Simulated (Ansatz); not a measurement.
# AlF2H4NO2Sn: two geometries relaxed, part 1 of 2

Aim: relax the geometries before and after the inversion of the pyramid at N1, and see whether they are two minima and how far apart in energy. SMILES of the start: [NH2][Al]([F])[O][SnH]([OH])[F].

Program: Ansatz 0.2.0. Level of theory: RKS PBE/def2-SVP. These are calculated values, not measurements.

### Step 1. The starting structure

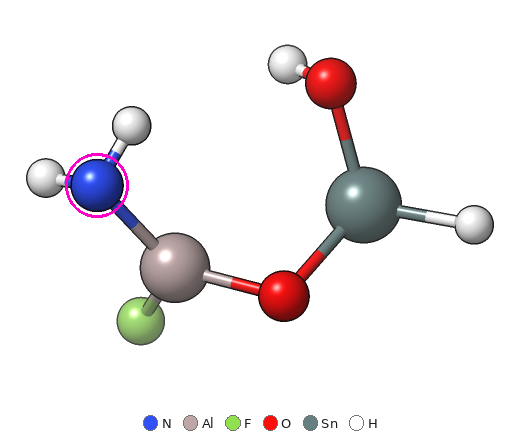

Start, viewed from a chosen angle; nitrogen blue, aluminium light grey, fluorine green, oxygen red, tin teal, hydrogen white. Ringed: N1.

As a file:

```xyz
11

N     0.4070   -2.1705   -1.0167
Al    1.0860   -0.3644   -0.9737
F     1.2490    0.5845   -2.5076
O     1.6363    0.3947    0.6324
Sn   -0.0746    1.2911    1.2576
O    -1.5065   -0.0182    1.6021
F    -0.6497    2.5895   -0.0460
H    -0.4950   -2.0827   -0.4929
H     0.1095   -2.2994   -1.9815
H     0.2834    2.1380    2.7931
H    -1.9801   -0.1197    0.7538
```

### Step 2. End point A

File input.yaml:

```yaml
crystal:
  periodic: [false, false, false]
  atoms:
    - { symbol: "N", position_ang: [0.407, -2.1705, -1.0167] }
    - { symbol: Al, position_ang: [1.086, -0.3644, -0.9737] }
    - { symbol: F, position_ang: [1.249, 0.5845, -2.5076] }
    - { symbol: O, position_ang: [1.6363, 0.3947, 0.6324] }
    - { symbol: Sn, position_ang: [-0.0746, 1.2911, 1.2576] }
    - { symbol: O, position_ang: [-1.5065, -0.0182, 1.6021] }
    - { symbol: F, position_ang: [-0.6497, 2.5895, -0.046] }
    - { symbol: H, position_ang: [-0.495, -2.0827, -0.4929] }
    - { symbol: H, position_ang: [0.1095, -2.2994, -1.9815] }
    - { symbol: H, position_ang: [0.2834, 2.138, 2.7931] }
    - { symbol: H, position_ang: [-1.9801, -0.1197, 0.7538] }
basis:
  gaussian: { orbitals: def2-SVP }
hamiltonian:
  xc: pbe
relax:
  f_tol: 0.015
  max_steps: 40
output:
  orbitals: {}
```

On the command line:

```bash
$ ansatz run input.yaml --threads 2 --pin off --max-ram 3072MiB --backend cpu --events-out ev --progress --plain --runs-dir out
```

What it wrote:

```text
Warning: RAYON_NUM_THREADS=2 ignored (pool sized by the plan → 2); use --threads N
The last accepted step is kept in <dir> (removed where the run ends without a failure and the disk answers)
Engine: ansatz 0.2.0, aarch64-unknown-linux-gnu
Functional definition: PBE
  parameter kappa = 0.804
  parameter beta = 0.06672455060314922
  exchange = pbe_x(kappa = kappa, mu = beta*pi^2/3)
  correlation = pbe_c(beta = beta)
1470 factors; their error is unknown
mean field evaluation 1: about -23466.0698 eV, gradient 1.1e2 eV
mean field evaluation 2: about -23309.4511 eV, gradient 2.6e2 eV
mean field evaluation 4: about -23487.3829 eV, gradient 3.9e1 eV
mean field evaluation 8: about -23490.0508 eV, gradient 1.4e0 eV
mean field evaluation 16: about -23489.9909 eV, gradient 1.8e-3 eV
mean field -23489.99093658 eV, -863.2412448315 hartree, gradient 2.8e-5 eV, S^2 0.000000; 0 other end points of the search recorded, 0 dependent functions left out
the calculation of the forces begins
reference -23489.99098715 eV, -863.2412466900 hartree; 40, 40 occupied and 94, 94 virtual orbitals, 1470 factors
relax step   1: F+E_penalty+E_count = -23489.99093658 eV  Δ(F+E_penalty+E_count) = +0.000e0 eV  max|allowed force component| = 2.394e0 eV/Å  Δτ_max = 0.0000 Å  (32 SCF iters, accepted)
these checks for a lower state are left out or cut short: starts, cluster_reference, orbital_swaps, neighbouring_geometries, increment
1470 factors; their error is unknown
mean field -23490.61741926 eV, -863.2642676455 hartree, gradient 9.8e-6 eV, S^2 0.000000; 0 other end points of the search recorded, 0 dependent functions left out
the calculation of the forces begins
reference -23490.61747017 eV, -863.2642695165 hartree; 40, 40 occupied and 94, 94 virtual orbitals, 1470 factors
relax step   2: F+E_penalty+E_count = -23490.61741926 eV  Δ(F+E_penalty+E_count) = -6.265e-1 eV  max|allowed force component| = 1.653e0 eV/Å  Δτ_max = 0.1934 Å  (38 SCF iters, accepted)
these checks for a lower state are left out or cut short: starts, cluster_reference, orbital_swaps, neighbouring_geometries, increment
1470 factors; their error is unknown
mean field evaluation 32: about -23490.9585 eV, gradient 2.3e-3 eV
mean field -23490.89766251 eV, -863.2745663950 hartree, gradient 2.3e-5 eV, S^2 0.000000; 0 other end points of the search recorded, 0 dependent functions left out
the calculation of the forces begins
reference -23490.89771371 eV, -863.2745682766 hartree; 40, 40 occupied and 94, 94 virtual orbitals, 1470 factors
relax step   3: F+E_penalty+E_count = -23490.89766251 eV  Δ(F+E_penalty+E_count) = -2.802e-1 eV  max|allowed force component| = 1.408e0 eV/Å  Δτ_max = 0.1936 Å  (38 SCF iters, accepted)
these checks for a lower state are left out or cut short: starts, cluster_reference, orbital_swaps, neighbouring_geometries, increment
1470 factors; their error is unknown
mean field -23491.08202991 eV, -863.2813417720 hartree, gradient 1.9e-5 eV, S^2 0.000000; 0 other end points of the search recorded, 0 dependent functions left out
the calculation of the forces begins
reference -23491.08208115 eV, -863.2813436549 hartree; 40, 40 occupied and 94, 94 virtual orbitals, 1470 factors
relax step   4: F+E_penalty+E_count = -23491.08202991 eV  Δ(F+E_penalty+E_count) = -1.844e-1 eV  max|allowed force component| = 5.468e-1 eV/Å  Δτ_max = 0.2000 Å  (38 SCF iters, accepted)
these checks for a lower state are left out or cut short: starts, cluster_reference, orbital_swaps, neighbouring_geometries, increment
1470 factors; their error is unknown
mean field -23491.13572670 eV, -863.2833150924 hartree, gradient 6.5e-6 eV, S^2 0.000000; 0 other end points of the search recorded, 0 dependent functions left out
the calculation of the forces begins
reference -23491.13577813 eV, -863.2833169826 hartree; 40, 40 occupied and 94, 94 virtual orbitals, 1470 factors
relax step   5: F+E_penalty+E_count = -23491.13572670 eV  Δ(F+E_penalty+E_count) = -5.370e-2 eV  max|allowed force component| = 2.627e-1 eV/Å  Δτ_max = 0.1248 Å  (32 SCF iters, accepted)
these checks for a lower state are left out or cut short: starts, cluster_reference, orbital_swaps, neighbouring_geometries, increment
1470 factors; their error is unknown
mean field -23491.16461650 eV, -863.2843767731 hartree, gradient 1.3e-5 eV, S^2 0.000000; 0 other end points of the search recorded, 0 dependent functions left out
the calculation of the forces begins
reference -23491.16466824 eV, -863.2843786744 hartree; 40, 40 occupied and 94, 94 virtual orbitals, 1470 factors
relax step   6: F+E_penalty+E_count = -23491.16461650 eV  Δ(F+E_penalty+E_count) = -2.889e-2 eV  max|allowed force component| = 6.295e-1 eV/Å  Δτ_max = 0.1960 Å  (30 SCF iters, accepted)
these checks for a lower state are left out or cut short: starts, cluster_reference, orbital_swaps, neighbouring_geometries, increment
1470 factors; their error is unknown
mean field evaluation 64: about -23491.2077 eV, gradient 1.1e-3 eV
mean field -23491.20772609 eV, -863.2859610214 hartree, gradient 9.6e-6 eV, S^2 0.000000; 0 other end points of the search recorded, 0 dependent functions left out
the calculation of the forces begins
reference -23491.20777743 eV, -863.2859629081 hartree; 40, 40 occupied and 94, 94 virtual orbitals, 1470 factors
relax step   7: F+E_penalty+E_count = -23491.20772609 eV  Δ(F+E_penalty+E_count) = -4.311e-2 eV  max|allowed force component| = 1.606e-1 eV/Å  Δτ_max = 0.1960 Å  (32 SCF iters, accepted)
these checks for a lower state are left out or cut short: starts, cluster_reference, orbital_swaps, neighbouring_geometries, increment
1470 factors; their error is unknown
mean field -23491.22288279 eV, -863.2865180199 hartree, gradient 1.3e-5 eV, S^2 0.000000; 0 other end points of the search recorded, 0 dependent functions left out
the calculation of the forces begins
reference -23491.22293373 eV, -863.2865198917 hartree; 40, 40 occupied and 94, 94 virtual orbitals, 1470 factors
relax step   8: F+E_penalty+E_count = -23491.22288279 eV  Δ(F+E_penalty+E_count) = -1.516e-2 eV  max|allowed force component| = 4.999e-1 eV/Å  Δτ_max = 0.1975 Å  (31 SCF iters, accepted)
these checks for a lower state are left out or cut short: starts, cluster_reference, orbital_swaps, neighbouring_geometries, increment
1470 factors; their error is unknown
mean field -23491.23771291 eV, -863.2870630167 hartree, gradient 2.1e-5 eV, S^2 0.000000; 0 other end points of the search recorded, 0 dependent functions left out
the calculation of the forces begins
reference -23491.23776374 eV, -863.2870648844 hartree; 40, 40 occupied and 94, 94 virtual orbitals, 1470 factors
relax step   9: F+E_penalty+E_count = -23491.23771291 eV  Δ(F+E_penalty+E_count) = -1.483e-2 eV  max|allowed force component| = 2.044e-1 eV/Å  Δτ_max = 0.1031 Å  (30 SCF iters, accepted)
these checks for a lower state are left out or cut short: starts, cluster_reference, orbital_swaps, neighbouring_geometries, increment
1470 factors; their error is unknown
mean field -23491.24346101 eV, -863.2872742554 hartree, gradient 9.2e-6 eV, S^2 0.000000; 0 other end points of the search recorded, 0 dependent functions left out
the calculation of the forces begins
reference -23491.24351190 eV, -863.2872761256 hartree; 40, 40 occupied and 94, 94 virtual orbitals, 1470 factors
relax step  10: F+E_penalty+E_count = -23491.24346101 eV  Δ(F+E_penalty+E_count) = -5.748e-3 eV  max|allowed force component| = 3.527e-1 eV/Å  Δτ_max = 0.1146 Å  (31 SCF iters, accepted)
these checks for a lower state are left out or cut short: starts, cluster_reference, orbital_swaps, neighbouring_geometries, increment
1470 factors; their error is unknown
mean field -23491.24844870 eV, -863.2874575497 hartree, gradient 2.4e-5 eV, S^2 0.000000; 0 other end points of the search recorded, 0 dependent functions left out
the calculation of the forces begins
reference -23491.24849963 eV, -863.2874594211 hartree; 40, 40 occupied and 94, 94 virtual orbitals, 1470 factors
relax step  11: F+E_penalty+E_count = -23491.24844870 eV  Δ(F+E_penalty+E_count) = -4.988e-3 eV  max|allowed force component| = 2.702e-1 eV/Å  Δτ_max = 0.0630 Å  (30 SCF iters, accepted)
these checks for a lower state are left out or cut short: starts, cluster_reference, orbital_swaps, neighbouring_geometries, increment
1470 factors; their error is unknown
mean field evaluation 96: about -23491.3036 eV, gradient 3.6e-1 eV
```

### Step 3. The output, continued: end point A relaxed

Output, continued:

```text
mean field -23491.24538478 eV, -863.2873449525 hartree, gradient 2.0e-5 eV, S^2 0.000000; 0 other end points of the search recorded, 0 dependent functions left out
the calculation of the forces begins
reference -23491.24543597 eV, -863.2873468337 hartree; 40, 40 occupied and 94, 94 virtual orbitals, 1470 factors
relax step  12: F+E_penalty+E_count = -23491.24538478 eV  Δ(F+E_penalty+E_count) = +3.064e-3 eV  max|allowed force component| = 2.361e-1 eV/Å  Δτ_max = 0.1889 Å  (37 SCF iters, rejected (line search))
these checks for a lower state are left out or cut short: starts, cluster_reference, orbital_swaps, neighbouring_geometries, increment
1470 factors; their error is unknown
mean field -23491.25465414 eV, -863.2876855952 hartree, gradient 2.4e-5 eV, S^2 0.000000; 0 other end points of the search recorded, 0 dependent functions left out
the calculation of the forces begins
reference -23491.25470525 eV, -863.2876874735 hartree; 40, 40 occupied and 94, 94 virtual orbitals, 1470 factors
relax step  13: F+E_penalty+E_count = -23491.25465414 eV  Δ(F+E_penalty+E_count) = -6.205e-3 eV  max|allowed force component| = 5.202e-2 eV/Å  Δτ_max = 0.0804 Å  (30 SCF iters, accepted)
these checks for a lower state are left out or cut short: starts, cluster_reference, orbital_swaps, neighbouring_geometries, increment
1470 factors; their error is unknown
mean field -23491.25566205 eV, -863.2877226353 hartree, gradient 2.1e-5 eV, S^2 0.000000; 0 other end points of the search recorded, 0 dependent functions left out
the calculation of the forces begins
reference -23491.25571311 eV, -863.2877245119 hartree; 40, 40 occupied and 94, 94 virtual orbitals, 1470 factors
relax step  14: F+E_penalty+E_count = -23491.25566205 eV  Δ(F+E_penalty+E_count) = -1.008e-3 eV  max|allowed force component| = 4.330e-2 eV/Å  Δτ_max = 0.0429 Å  (32 SCF iters, accepted)
these checks for a lower state are left out or cut short: starts, cluster_reference, orbital_swaps, neighbouring_geometries, increment
1470 factors; their error is unknown
mean field -23491.25635051 eV, -863.2877479356 hartree, gradient 2.4e-5 eV, S^2 0.000000; 0 other end points of the search recorded, 0 dependent functions left out
the calculation of the forces begins
reference -23491.25640153 eV, -863.2877498106 hartree; 40, 40 occupied and 94, 94 virtual orbitals, 1470 factors
relax step  15: F+E_penalty+E_count = -23491.25635051 eV  Δ(F+E_penalty+E_count) = -6.885e-4 eV  max|allowed force component| = 6.767e-2 eV/Å  Δτ_max = 0.0801 Å  (30 SCF iters, accepted)
these checks for a lower state are left out or cut short: starts, cluster_reference, orbital_swaps, neighbouring_geometries, increment
1470 factors; their error is unknown
mean field evaluation 128: about -23491.2567 eV, gradient 7.4e-4 eV
mean field -23491.25672301 eV, -863.2877616250 hartree, gradient 2.0e-5 eV, S^2 0.000000; 0 other end points of the search recorded, 0 dependent functions left out
the calculation of the forces begins
reference -23491.25677405 eV, -863.2877635004 hartree; 40, 40 occupied and 94, 94 virtual orbitals, 1470 factors
relax step  16: F+E_penalty+E_count = -23491.25672301 eV  Δ(F+E_penalty+E_count) = -3.725e-4 eV  max|allowed force component| = 4.884e-2 eV/Å  Δτ_max = 0.0111 Å  (30 SCF iters, accepted)
these checks for a lower state are left out or cut short: starts, cluster_reference, orbital_swaps, neighbouring_geometries, increment
1470 factors; their error is unknown
mean field -23491.25687378 eV, -863.2877671657 hartree, gradient 2.0e-5 eV, S^2 0.000000; 0 other end points of the search recorded, 0 dependent functions left out
the calculation of the forces begins
reference -23491.25692480 eV, -863.2877690407 hartree; 40, 40 occupied and 94, 94 virtual orbitals, 1470 factors
relax step  17: F+E_penalty+E_count = -23491.25687378 eV  Δ(F+E_penalty+E_count) = -1.508e-4 eV  max|allowed force component| = 2.351e-2 eV/Å  Δτ_max = 0.0189 Å  (32 SCF iters, accepted)
these checks for a lower state are left out or cut short: starts, cluster_reference, orbital_swaps, neighbouring_geometries, increment
1470 factors; their error is unknown
mean field -23491.25703104 eV, -863.2877729449 hartree, gradient 1.9e-5 eV, S^2 0.000000; 0 other end points of the search recorded, 0 dependent functions left out
the calculation of the forces begins
reference -23491.25708208 eV, -863.2877748203 hartree; 40, 40 occupied and 94, 94 virtual orbitals, 1470 factors
relax step  18: F+E_penalty+E_count = -23491.25703104 eV  Δ(F+E_penalty+E_count) = -1.573e-4 eV  max|allowed force component| = 7.750e-3 eV/Å  Δτ_max = 0.0138 Å  (31 SCF iters, accepted)
these checks for a lower state are left out or cut short: starts, cluster_reference, orbital_swaps, neighbouring_geometries, increment
1470 factors; their error is unknown
mean field -23491.25709262 eV, -863.2877752079 hartree, gradient 2.0e-5 eV, S^2 0.000000; 0 other end points of the search recorded, 0 dependent functions left out
the calculation of the forces begins
reference -23491.25714365 eV, -863.2877770833 hartree; 40, 40 occupied and 94, 94 virtual orbitals, 1470 factors
relax step  19: F+E_penalty+E_count = -23491.25709262 eV  Δ(F+E_penalty+E_count) = -6.158e-5 eV  max|allowed force component| = 7.372e-3 eV/Å  Δτ_max = 0.0165 Å  (30 SCF iters, accepted)
1470 factors; their error is unknown
mean field evaluation 160: about -23491.3090 eV, gradient 1.8e0 eV
mean field -23491.25709262 eV, -863.2877752079 hartree, gradient 2.0e-5 eV, S^2 0.000000; 1 other end points of the search recorded, 0 dependent functions left out
the calculation of the forces begins
reference -23491.25714365 eV, -863.2877770833 hartree; 40, 40 occupied and 94, 94 virtual orbitals, 1470 factors
Total energy: -23491.25714365 eV, -863.2877770833 hartree
Atom 0 at     0.118971    -1.660384    -1.125454 Å, force    -0.004267    -0.004146     0.004062 eV/Å
Atom 1 at     1.270365    -0.328555    -1.247382 Å, force    -0.000109     0.003874     0.003990 eV/Å
Atom 2 at     2.419891    -0.246830    -2.459457 Å, force     0.000175    -0.000241    -0.002105 eV/Å
Atom 3 at     1.244232     0.950300    -0.081984 Å, force    -0.003666    -0.005466    -0.001093 eV/Å
Atom 4 at    -0.134510     1.299647     1.281446 Å, force    -0.004194     0.007372     0.000833 eV/Å
Atom 5 at    -1.331151    -0.316451     1.362113 Å, force    -0.002188     0.000388    -0.001321 eV/Å
Atom 6 at    -1.331338     2.680758     0.578944 Å, force     0.004221    -0.003896     0.000734 eV/Å
Atom 7 at    -0.542511    -1.685920    -0.340988 Å, force     0.002726     0.000868    -0.003552 eV/Å
Atom 8 at     0.035602    -2.477770    -1.730370 Å, force     0.002435     0.004402     0.001108 eV/Å
Atom 9 at     0.516318     1.785791     2.790803 Å, force     0.000026    -0.002966    -0.003293 eV/Å
Atom 10 at    -2.200569    -0.057686     0.992929 Å, force     0.004841    -0.000188     0.000636 eV/Å
Dipole moment:    -0.291805    -0.275652     0.448625 e Å
```

It took 72 s on 2 threads of Arm Neoverse V1, shared host; peak memory 0.19 GiB.

The steps of the relaxation:

```
step  energy from step 1 (eV)  largest force component (eV/Å)
   1                   0.0000                          2.3944
   2                  -0.6265                          1.6530
   3                  -0.9067                          1.4084
   4                  -1.0911                          0.5468
   5                  -1.1448                          0.2627
   6                  -1.1737                          0.6295
   7                  -1.2168                          0.1606
   8                  -1.2319                          0.4999
   9                  -1.2468                          0.2044
  10                  -1.2525                          0.3527
  11                  -1.2575                          0.2702
 12x                  -1.2544                          0.2361
  13                  -1.2637                          0.0520
  14                  -1.2647                          0.0433
  15                  -1.2654                          0.0677
  16                  -1.2658                          0.0488
  17                  -1.2659                          0.0235
  18                  -1.2661                          0.0077
  19                  -1.2662                          0.0074
```

Step 1 is the start. 1 step was tried and not accepted (marked x).

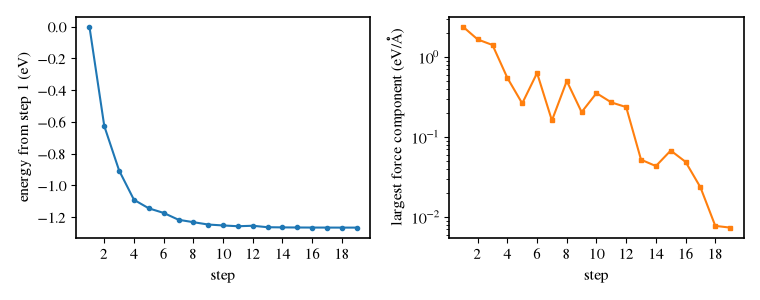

Energy and largest force along the relaxation.

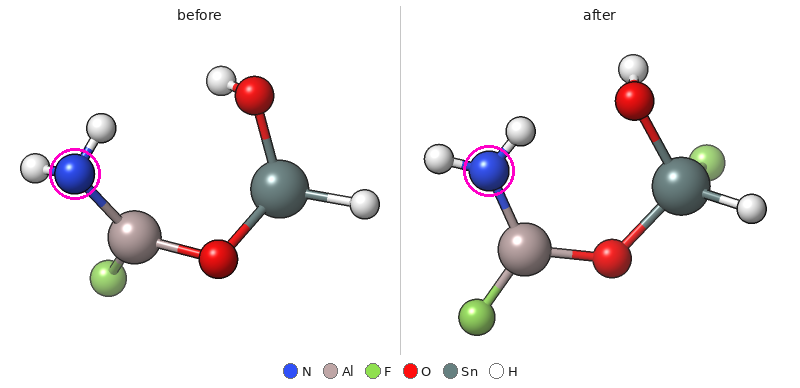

Before and after, at one scale.

After: Bond lengths: N1–Al2 1.765 Å, Al2–F3 1.672 Å, Al2–O4 1.730 Å, O4–Sn5 1.970 Å, Sn5–O6 2.013 Å, Sn5–F7 1.958 Å, N1–H8 1.026 Å, N1–H9 1.020 Å, Sn5–H10 1.714 Å, O6–H11 0.979 Å. Angles: N1–Al2–F3 122.4°, N1–Al2–O4 120.1°, F3–Al2–O4 117.5°, Al2–N1–H8 119.5°, Al2–N1–H9 128.1°, H8–N1–H9 112.4°, Al2–O4–Sn5 127.4°, O4–Sn5–O6 107.5°, O4–Sn5–F7 107.7°, O4–Sn5–H10 113.2°, O6–Sn5–F7 102.6°, O6–Sn5–H10 114.7°, F7–Sn5–H10 110.4°, Sn5–O6–H11 107.5°.

Pairs that crossed the distance rule for bonds on the way: moved apart Al2–Sn5.

(Continued in part 2 of 2.)
